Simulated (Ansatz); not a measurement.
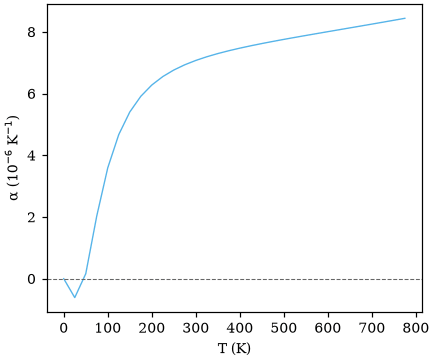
Figure: Linear thermal expansion of GaSb (zinc blende, F-43m) from the quasi-harmonic free energy, PBEsol density-functional theory in Ansatz (plane waves, PAW)

The run noted for some of its cells that the k mesh resolves the field response roughly. At this level the gap is small or closed, and a narrow smearing was used. Dynamical quadrupoles are not included in the interpolation of the phonons between the solved wave vectors. Spin-orbit coupling is not included.

Q: Read off α at 600 K, and say whether it is negative anywhere.

A: About 8.0 × 10⁻⁶ K⁻¹. It is negative at low temperature and turns positive near 45 K; the lowest value on the 25 K grid is -0.61 × 10⁻⁶ K⁻¹.

The PAW data sets were generated under PBE and serve the other functionals too.

Ansatz is a quantum-chemistry and plane-wave program.
